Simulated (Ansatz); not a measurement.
Response to strain in MoS2

Start from MoS₂ (space group P6_3/mmc, No. 194; a = 3.149 Å, c = 12.089 Å; layered, stacked along the Cartesian z axis).

Strains are applied to the cell and any free atomic positions relax.

The values are results of PBE-D3(BJ) (Ansatz, a first-principles code; PAW; 420 eV plane waves; no spin-orbit coupling), not measurements.

Notes on the quantities. energy relative to the base: free energy F.

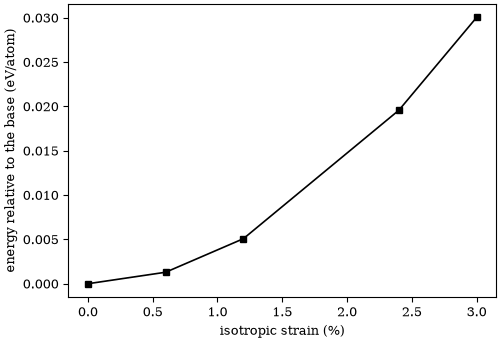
Figure: Energy relative to the base against isotropic strain

Problem. From the plot, what is the energy relative to the base for isotropic strain +0.60 %?

Solution. About 0.001 eV/atom.

Problem. Is the trend monotonic over the range shown?

Solution. Yes, it rises throughout, spanning 0 meV/atom to +30 meV/atom.

Stability against distortions was not tested.
